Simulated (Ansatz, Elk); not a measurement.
**CaNbCdF: X-ray structure factors from the self-consistent density**

The structure of CaNbCdF used here is made up (a known structure type with other elements) and was relaxed beforehand with r2SCAN. The aim is the Fourier transform of its all-electron density, F(hkl), set beside the sum over free spherical atoms that refinements use.

Calculated with Elk 11.2.3 (patched build); DFT, PBE, all-electron APW+lo, Dirac cores, scalar-relativistic bands, static density, no spin.

The structure was built from a prototype and need not be the compound's stable phase.

**1. Set-up**

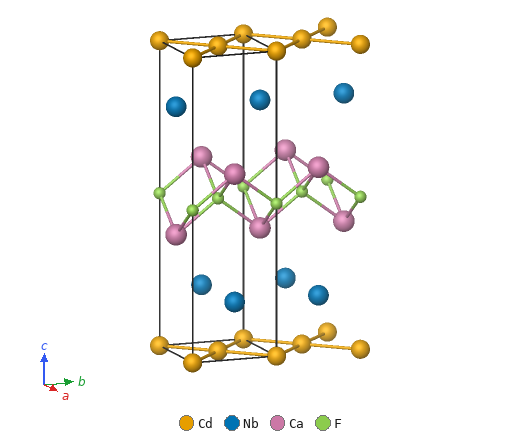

Start, viewed slightly off an axis; cadmium orange, niobium blue, calcium pink, fluorine green. 1×2×1 cells are drawn. Some periodic images of atoms are drawn too.

**2. Ground state and structure factors**

An all-electron density is needed, since X-rays see the cores too. Task 0 finds the density and task 195 Fourier-transforms it; tshift is off so that phases refer to the origin typed.

The input, elk.in:

```
tasks
  0
  195

xctype
  20

spinpol
  .false.

rgkmax
  7.0

gmaxvr
  14.0

lmaxo
  7

lmaxapw
  8

swidth
  0.002

tshift
  .false.

ramdisk
  .false.

hmaxvr
  5.5

maxscl
  120

epspot
  1e-06

sppath
  './'

avec
  6.96001546613 0.00000000000 0.00000000000
  0.00000000000 6.96001546613 0.00000000000
  0.00000000000 0.00000000000 24.04975655870

atoms
  4
  'Cd.in'
  2
  0.0000000000 -0.0000000000 -0.0000000000   0.000000 0.000000 0.000000
  0.5000000000 0.5000000000 -0.0000000000   0.000000 0.000000 0.000000
  'Nb.in'
  2
  0.0000000000 0.5000000000 0.1883419416   0.000000 0.000000 0.000000
  0.5000000000 -0.0000000000 0.8116580584   0.000000 0.000000 0.000000
  'Ca.in'
  2
  -0.0000000000 0.5000000000 0.6080084437   0.000000 0.000000 0.000000
  0.5000000000 0.0000000000 0.3919915563   0.000000 0.000000 0.000000
  'F.in'
  2
  0.0000000000 0.0000000000 0.5000000000   0.000000 0.000000 0.000000
  0.5000000000 0.5000000000 0.5000000000   0.000000 0.000000 0.000000

ngridk
  6 6 2
```

Started as:

```sh
> OMP_NUM_THREADS=4 elk
```

Numbers of over 12 decimals in the logs are rounded to 6 here.

Output:

```text
┌─────────────────────────┐
│ Elk code version 11.2.3 │
└─────────────────────────┘

All units are atomic (Hartree, Bohr, etc.)

┌─────────────────────────────────────────────────┐
│ Ground-state run starting from atomic densities │
└─────────────────────────────────────────────────┘

Lattice vectors :
   6.960015466       0.000000000       0.000000000
   0.000000000       6.960015466       0.000000000
   0.000000000       0.000000000       24.04975656

Reciprocal lattice vectors :
  0.9027545036       0.000000000       0.000000000
   0.000000000      0.9027545036       0.000000000
   0.000000000       0.000000000      0.2612577509

Unit cell volume      :    1165.013865
Brillouin zone volume :   0.2129161042

Muffin-tin inner radius fraction :   0.1000000000E-01

Nuclei treated as point charges

Species : 1 (Cd)
 parameters loaded from : Cd.in
 name : cadmium
 nuclear charge    :   -48.00000000
 electronic charge :    48.00000000
 atomic mass :    204912.7176
 muffin-tin radius :    2.435737067
 number of radial points in muffin-tin :   1193
 inner part over the whole radius :   0.9893433595E-02
 number on inner part of muffin-tin    :    848
 approximate nuclear radius :   0.8708852602E-04
 number of mesh points to nuclear radius :    428
 atomic positions (lattice), magnetic fields (Cartesian) :
  1 :   0.00000000  0.00000000  0.00000000    0.00000000  0.00000000  0.00000000
  2 :   0.50000000  0.50000000  0.00000000    0.00000000  0.00000000  0.00000000

Species : 2 (Nb)
 parameters loaded from : Nb.in
 name : niobium
 nuclear charge    :   -41.00000000
 electronic charge :    41.00000000
 atomic mass :    169357.9704
 muffin-tin radius :    2.600000000
 number of radial points in muffin-tin :   1193
 inner part over the whole radius :   0.9932322271E-02
 number on inner part of muffin-tin    :    848
 approximate nuclear radius :   0.8268951942E-04
 number of mesh points to nuclear radius :    418
 atomic positions (lattice), magnetic fields (Cartesian) :
  1 :   0.00000000  0.50000000  0.18834194    0.00000000  0.00000000  0.00000000
  2 :   0.50000000  0.00000000 -0.18834194    0.00000000  0.00000000  0.00000000

Species : 3 (Ca)
 parameters loaded from : Ca.in
 name : calcium
 nuclear charge    :   -20.00000000
 electronic charge :    20.00000000
 atomic mass :    73057.72475
 muffin-tin radius :    2.341398347
 number of radial points in muffin-tin :    993
 inner part over the whole radius :   0.9888924407E-02
 number on inner part of muffin-tin    :    697
 approximate nuclear radius :   0.6614485811E-04
 number of mesh points to nuclear radius :    321
 atomic positions (lattice), magnetic fields (Cartesian) :
  1 :   0.00000000  0.50000000 -0.39199156    0.00000000  0.00000000  0.00000000
  2 :   0.50000000  0.00000000  0.39199156    0.00000000  0.00000000  0.00000000

Species : 4 (F)
 parameters loaded from : F.in
 name : fluorine
 nuclear charge    :   -9.000000000
 electronic charge :    9.000000000
 atomic mass :    34631.97045
 muffin-tin radius :    1.951165289
 number of radial points in muffin-tin :    593
 inner part over the whole radius :   0.9776369400E-02
 number on inner part of muffin-tin    :    409
 approximate nuclear radius :   0.5278478738E-04
 number of mesh points to nuclear radius :    175
 atomic positions (lattice), magnetic fields (Cartesian) :
  1 :   0.00000000  0.00000000  0.50000000    0.00000000  0.00000000  0.00000000
  2 :   0.50000000  0.50000000  0.50000000    0.00000000  0.00000000  0.00000000

Total number of atoms per unit cell :    8
Total muffin-tin volume :    438.0707304
 ratio of muffin-tin to unit cell volume :   0.3760219029

Spin treatment :
 spin-unpolarised

Number of Bravais lattice symmetries :   16
Number of crystal symmetries         :   16
Crystal has no inversion symmetry
Complex Hermitian eigensolver will be used

k-point grid :      6     6     2
k-point offset :    0.000000000       0.000000000       0.000000000
[...]
total energy                :     -20393.922557607

Density of states at Fermi energy :    193.2304018
 (states/Hartree/unit cell)

Estimated indirect band gap :   0.7391401365E-03
 from k-point 4 to k-point 14
Estimated direct band gap   :   0.6012160733E-02
 at k-point 5

Charges :
 core                        :    140.0000000
 valence                     :    96.00000000
 interstitial                :    12.12289561
 muffin-tins (core leakage)
  species : 1 (Cd)
[...]
species : 2 (Nb)
[...]
species : 3 (Ca)
[...]
species : 4 (F)
[...]
total in muffin-tins        :    223.8771044
 total calculated charge     :    235.9978693
 total charge                :    236.0000000
 error                       :   0.2130718210E-02

RMS change in Kohn-Sham potential (target) :   0.7320456619     (  0.1000000000E-05)
Absolute change in total energy (target)   :    1.612593516     (  0.1000000000E-03)

[... loops 3 to 19 left out ...]

┌──────────────────┐
│ Loop number : 20 │
└──────────────────┘

Energies :
 Fermi                       :     0.201304
 sum of occupied eigenvalues :     -12161.025956893
 electron kinetic            :      21213.733875070
 core electron kinetic       :      20539.251076357
 Coulomb                     :     -40966.494978289
 Coulomb potential           :     -32540.166993161
 nuclear-nuclear             :     -1286.6257234040
 electron-nuclear            :     -46868.782495580
 Hartree                     :      7188.9132406947
 Madelung                    :     -24696.411481709
 xc potential                :     -834.59283880176
 exchange                    :     -629.13013198508
 correlation                 :     -11.636553268739
 electron entropic           :    -0.36029341892937E-02
 total energy                :     -20393.531391407

Density of states at Fermi energy :    285.8895656
 (states/Hartree/unit cell)

Estimated indirect band gap :   0.1222122575E-02
 from k-point 3 to k-point 6
Estimated direct band gap   :   0.1878865688E-02
 at k-point 6

Charges :
 core                        :    140.0000000
 valence                     :    96.00000000
 interstitial                :    11.03467533
 muffin-tins (core leakage)
  species : 1 (Cd)
[...]
species : 2 (Nb)
[...]
species : 3 (Ca)
[...]
species : 4 (F)
[...]
total in muffin-tins        :    224.9653247
 total calculated charge     :    235.9978446
 total charge                :    236.0000000
 error                       :   0.2155439453E-02

RMS change in Kohn-Sham potential (target) :   0.6653018464E-06 (  0.1000000000E-05)
Absolute change in total energy (target)   :   0.4467758117E-04 (  0.1000000000E-03)

Convergence targets achieved

┌──────────────────┐
│ Loop number : 21 │
└──────────────────┘

Energies :
 Fermi                       :     0.201304
 sum of occupied eigenvalues :     -12161.025942405
 electron kinetic            :      21213.733887664
 core electron kinetic       :      20539.251099628
 Coulomb                     :     -40966.494972471
 Coulomb potential           :     -32540.167053010
 nuclear-nuclear             :     -1286.6257234040
 electron-nuclear            :     -46868.782423656
 Hartree                     :      7188.9131745890
 Madelung                    :     -24696.411445966
 xc potential                :     -834.59277705928
 exchange                    :     -629.13013124641
 correlation                 :     -11.636553258973
 electron entropic           :    -0.36029331846267E-02
 total energy                :     -20393.531372245

Density of states at Fermi energy :    285.8894386
 (states/Hartree/unit cell)

Estimated indirect band gap :   0.1222138262E-02
 from k-point 3 to k-point 6
Estimated direct band gap   :   0.1878877177E-02
 at k-point 6

Charges :
 core                        :    140.0000000
 valence                     :    96.00000000
 interstitial                :    11.03467667
 muffin-tins (core leakage)
  species : 1 (Cd)
[...]
species : 2 (Nb)
[...]
species : 3 (Ca)
[...]
atom 2                    :    18.13737260     ( -0.1819122151E-06)
  species : 4 (F)
   atom 1                    :    8.983535864     ( -0.2934372132E-06)
   atom 2                    :    8.983535864     ( -0.2934372132E-06)
 total in muffin-tins        :    224.9653233
 total calculated charge     :    235.9978446
 total charge                :    236.0000000
 error                       :   0.2155439154E-02

┌──────────────────────────────┐
│ Self-consistent loop stopped │
└──────────────────────────────┘

Warning : core states of species 1 leak from the muffin-tin :   0.5863707646E-03

Wrote STATE.OUT
```

It took 95 s on 4 threads of Arm Neoverse V2, shared host; peak memory 0.34 GiB; 4.8 min of CPU time.

SFACRHO.OUT:

```text

h k l indices transformed by vhmat matrix:
   1.000000000       0.000000000       0.000000000    
   0.000000000       1.000000000       0.000000000    
   0.000000000       0.000000000       1.000000000    

      h      k      l  multipl.   |H|            Re(F)            Im(F)           |F|

      0      0      0      1   0.0000000       236.00000     -0.58897882E-16   236.00000    
      0      0      1      2  0.26125775       77.243283      0.98499464E-14   77.243283    
      0      0     -2      2  0.52251550       61.360344      0.11516155E-13   61.360344    
      0      0     -3      2  0.78377325       19.200531      0.23316376E-13   19.200531    
      0     -1      0      4  0.90275450       0.0000000     -0.11761678E-13  0.11761678E-13
     -1      0     -1      4  0.93979855     -0.20209769E-14  -44.865811       44.865811    
      0      1     -1      4  0.93979855      0.80839076E-14   44.865811       44.865811    
     -1      0     -2      4   1.0430667     -0.70734192E-14  -78.632422       78.632422    
      0      1     -2      4   1.0430667      0.13136350E-13   78.632422       78.632422    
      0      0      4      2   1.0450310       71.147942     -0.53192137E-14   71.147942    
      1      0     -3      4   1.1955192      0.21220257E-13   52.938870       52.938870    
      0     -1     -3      4   1.1955192     -0.13136350E-13  -52.938870       52.938870    
      1     -1      0      4   1.2766877      -1.5317901      0.38296981E-14   1.5317901    
      1     -1      1      8   1.3031450       62.240182     -0.11112709E-14   62.240182    
      0      0     -5      2   1.3062888       151.82961     -0.13125912E-13   151.82961    
      1     -1     -2      8   1.3794759       129.46970     -0.92105489E-14   129.46970    
     -1      0      4      4   1.3809618      0.32335630E-13  -51.459749       51.459749    
     -1      0     -4      4   1.3809618      0.26272700E-13   51.459749       51.459749
```

Elk indexes on the primitive cell of elk.in and gives |H| = 4π sin θ/λ in inverse bohr. Below, one row stands for each form hkl of the conventional cell (m members, Friedel mates merged), F is for one primitive cell and the density is static (no thermal factor). Free-atom factors are Waasmaier and Kirfel's, and R is Σm||F|−|F'||/Σm|F|.

```csv
hkl,m,sin θ/λ (Å⁻¹),"abs F, DFT",neutral atoms,diff.,abs of complex diff.
001,2,0.039,77.243,77.346,-0.102,0.102
002,2,0.079,61.360,61.208,+0.153,0.153
003,2,0.118,19.201,19.236,-0.035,0.035
100,4,0.136,0.000,0.000,+0.000,0.000
101,8,0.141,44.866,45.408,-0.542,0.542
102,8,0.157,78.632,78.638,-0.006,0.006
004,2,0.157,71.148,71.100,+0.048,0.048
103,8,0.180,52.939,53.048,-0.109,0.109
110,4,0.192,1.532,1.935,-0.403,0.403
111,8,0.196,62.240,62.669,-0.429,0.429
005,2,0.196,151.830,153.286,-1.456,1.456
112,8,0.207,129.470,129.792,-0.322,0.322
104,8,0.208,51.460,52.153,-0.693,0.693
113,8,0.225,106.112,107.137,-1.025,1.025
```

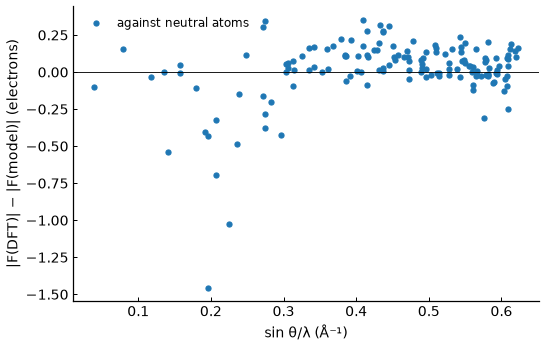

Difference between the calculated structure factors and the independent-atom ones.

**3. The highest occupied states alone**

An energy window below the Fermi level keeps the highest occupied states, to see at which angles they scatter; shallow core shells can lie inside it and anion s states outside. No new self-consistency is needed.

Changes to elk.in since step 2:

```diff
@@ -1,3 +1,2 @@
 tasks
-  0
   195
@@ -40,2 +39,5 @@
 
+wsfac
+  -0.349940 0.501300
+
 sppath
```

Started as:

```sh
> OMP_NUM_THREADS=4 elk
```

Output:

```text
┌─────────────────────────────────┐
│ Elk code version 11.2.3 started │
└─────────────────────────────────┘

Info(readinput): the functional depends on the density's gradient
 muffin-tin radial points multiplied by    2.00000
 (not where nrmtscf is given)

┌────────────────────┐
│ Current task : 195 │
└────────────────────┘
Info(checkmt): changed muffin-tin radius of species 1 (Cd) from   2.6000 to   2.4357
Info(checkmt): changed muffin-tin radius of species 3 (Ca) from   2.4000 to   2.3414
Info(checkmt): changed muffin-tin radius of species 4 (F) from   2.0000 to   1.9512

Info(sfacrho): density structure factors written to SFACRHO.OUT

 Energy window :  -0.3499400000      0.5013000000

┌──────────────────┐
│ Elk code stopped │
└──────────────────┘
```

Wall time 26 s (4 threads); peak memory 0.24 GiB; 30 s of CPU time.

States within 15 eV below the Fermi level hold 48.00 electrons; any levels below the window count with the cores. Their amplitudes can exceed the total, where window and core parts have opposite phase:

| hkl | sin θ/λ (Å⁻¹) | abs F, window | abs F, all |
| --- | --- | --- | --- |
| 001 | 0.039 | 14.137 | 77.243 |
| 002 | 0.079 | 25.422 | 61.360 |
| 003 | 0.118 | 4.820 | 19.201 |
| 100 | 0.136 | 0.000 | 0.000 |
| 101 | 0.141 | 2.853 | 44.866 |
| 102 | 0.157 | 2.184 | 78.632 |
| 004 | 0.157 | 22.485 | 71.148 |
| 103 | 0.180 | 0.770 | 52.939 |
| 110 | 0.192 | 17.440 | 1.532 |
| 111 | 0.196 | 3.869 | 62.240 |

**4. Another functional**

The difference from free atoms is small, so it is set against the change that PBEsol makes.

Changes to elk.in since step 3:

```diff
@@ -1,2 +1,3 @@
 tasks
+  0
   195
@@ -4,3 +5,3 @@
 xctype
-  20
+  22
 
@@ -39,5 +40,2 @@
 
-wsfac
-  -0.349940 0.501300
-
 sppath
```

Started as:

```sh
> OMP_NUM_THREADS=4 elk
```

Output:

```text
┌─────────────────────────┐
│ Elk code version 11.2.3 │
└─────────────────────────┘

All units are atomic (Hartree, Bohr, etc.)

┌─────────────────────────────────────────────────┐
│ Ground-state run starting from atomic densities │
└─────────────────────────────────────────────────┘

Lattice vectors :
   6.960015466       0.000000000       0.000000000
   0.000000000       6.960015466       0.000000000
   0.000000000       0.000000000       24.04975656

Reciprocal lattice vectors :
  0.9027545036       0.000000000       0.000000000
[...]
species : 2 (Nb)
[...]
species : 3 (Ca)
[...]
species : 4 (F)
   atom 1                    :    8.968071788     ( -0.2934341379E-06)
   atom 2                    :    8.968071788     ( -0.2934341379E-06)
 total in muffin-tins        :    224.9188460
 total calculated charge     :    235.9978274
 total charge                :    236.0000000
 error                       :   0.2172605265E-02

┌──────────────────────────────┐
│ Self-consistent loop stopped │
└──────────────────────────────┘

Warning : core states of species 1 leak from the muffin-tin :   0.5923596198E-03

Wrote STATE.OUT
[key lines of the parts left out:]
total energy                :     -20381.892098285
```

Run time: 94 s. Hardware: 4 threads; peak memory 0.33 GiB.

Against the first run R = 0.02 %; the largest change is -0.093 at 200.

**5. Basis size**

The basis and the expansions that go with it are enlarged, to see whether the differences are converged.

Changes to elk.in since step 4:

```diff
@@ -5,3 +5,3 @@
 xctype
-  22
+  20
 
@@ -11,12 +11,12 @@
 rgkmax
-  7.0
+  8.5
 
 gmaxvr
-  14.0
+  18.0
 
 lmaxo
-  7
+  9
 
 lmaxapw
-  8
+  10
```

Started as:

```sh
> OMP_NUM_THREADS=4 elk
```

Output:

```text
┌─────────────────────────┐
│ Elk code version 11.2.3 │
└─────────────────────────┘

All units are atomic (Hartree, Bohr, etc.)

┌─────────────────────────────────────────────────┐
│ Ground-state run starting from atomic densities │
└─────────────────────────────────────────────────┘

Lattice vectors :
   6.960015466       0.000000000       0.000000000
   0.000000000       6.960015466       0.000000000
   0.000000000       0.000000000       24.04975656

Reciprocal lattice vectors :
  0.9027545036       0.000000000       0.000000000
[...]
species : 2 (Nb)
[...]
species : 3 (Ca)
[...]
species : 4 (F)
   atom 1                    :    8.995191396     ( -0.2934370609E-06)
   atom 2                    :    8.995191396     ( -0.2934370609E-06)
 total in muffin-tins        :    225.0199868
 total calculated charge     :    235.9986271
 total charge                :    236.0000000
 error                       :   0.1372906367E-02

┌──────────────────────────────┐
│ Self-consistent loop stopped │
└──────────────────────────────┘

Warning : core states of species 1 leak from the muffin-tin :   0.5869529745E-03

Wrote STATE.OUT
[key lines of the parts left out:]
total energy                :     -20393.574592297
```

Run time: 4.9 min. Hardware: 4 threads; peak memory 0.65 GiB; 16 min of CPU time.

Against the first run R = 0.01 %; the largest change is +0.021 at 006.

**6. Settings against the effect**

```csv
run,R against the first run (%),"R against neutral atoms, low angle (%)",wall time
"PBE, rgkmax 7",0.00,0.58,95 s
PBEsol,0.02,0.57,94 s
rgkmax 8.5 with larger expansions,0.01,0.58,4.9 min
```

**7. Results**

```yaml
r_against_neutral_atoms_sin_theta_lambda_0p3_a_minus1: 0.58 %
r_against_neutral_atoms_0p3_to_0p62_a_minus1: 0.23 %
```

Independent neutral atoms miss the calculated amplitudes by R = 0.58 % below 0.3 Å⁻¹ and 0.23 % from there to 0.62 Å⁻¹; by shells, 0.73 % below 0.15 Å⁻¹ (4 forms), 0.56 % 0.15 to 0.3 (19 forms), 0.25 % 0.3 to 0.45 (41 forms), 0.22 % above 0.45 (80 forms). Bonding, aspherical density and the tables' own atoms all enter these figures, and the runs don't part them. The largest change of an amplitude is -1.46 electrons, at 005. Weak lines can change much in proportion: 110 goes from 1.93 to 1.53. The window's part falls from 48.0 electrons at the origin to at most 3.17 between 0.45 and 0.62 Å⁻¹, where compact states inside the window still scatter. Below 0.3 Å⁻¹ the changes that finished (PBEsol and rgkmax 8.5 with larger expansions) move F by R = 0.04 % at most, against the 0.58 % that separates it from free atoms. The k-mesh has no finished test. These runs have no spin, though d or f shells may be open. Part of the difference isn't bonding: the tables are fits to free atoms and ions calculated by other methods than this functional. Thermal motion, anomalous dispersion and extinction are left out.

[Logs are printed without paths, hosts, clocks, repeated set-up lines and the standing remarks that a program may print on its own settings, such as how far it seeks lower states.]

[Hosts, paths, dates, database ids (printed as entryN), source tags and the programs' standing remarks are cut or masked in the printed files.]
